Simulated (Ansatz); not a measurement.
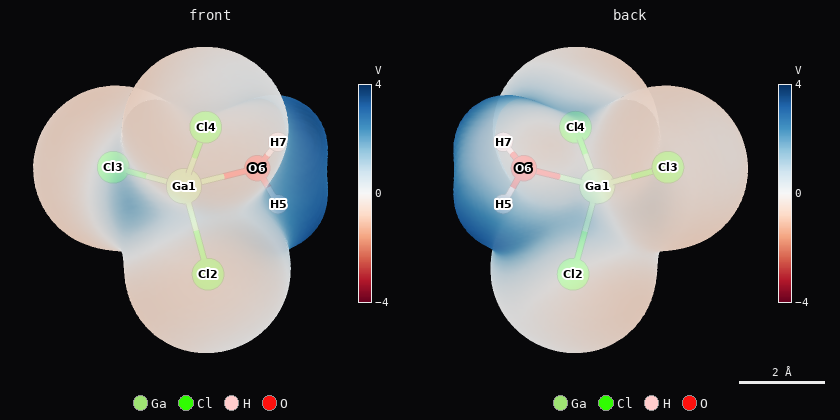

*Cl3GaH2O. The molecular electrostatic potential painted on the density surface at 0.002 e/bohr³, seen from the front and from behind; the colour scale runs from red (negative) to blue (positive).*

All numbers below come from Ansatz 0.2.0, RKS PBE-D4/def2-SVP.

Input file:

```
crystal:
  periodic: [false, false, false]
  atoms:
    - { symbol: Ga, position_ang: [-1.186017, -0.549185, -0.24612] }
    - { symbol: Cl, position_ang: [0.302414, -2.088644, 0.325496] }
    - { symbol: Cl, position_ang: [-1.784611, -0.36354, -2.286757] }
    - { symbol: Cl, position_ang: [-2.133883, 0.54131, 1.334852] }
    - { symbol: H, position_ang: [1.787234, 0.073462, 0.117214] }
    - { symbol: O, position_ang: [1.562472, 1.005046, -0.069494] }
    - { symbol: H, position_ang: [1.452491, 1.381651, 0.82471] }
basis:
  gaussian: { orbitals: def2-SVP }
hamiltonian:
  xc: pbe
  dispersion: d4
relax:
  f_tol: 0.03
  max_steps: 50
output:
  orbitals: {}
```

Command:

```sh
ansatz run input.yaml --threads 2 --pin off --max-ram 3072MiB --backend cpu --events-out ev --progress --plain --runs-dir out
```

The fields are those of the relaxed geometry.

### Which sites attract a positive test charge, and which a negative one?

A positive charge is drawn to the negative regions and a negative charge to the positive ones. The most negative region (about −0.7 V, or −16 kcal/mol for a unit charge) lies over Cl2, Cl3 and Cl4, the most positive (about +3.4 V, or +78 kcal/mol for a unit charge) over H5 and H7.
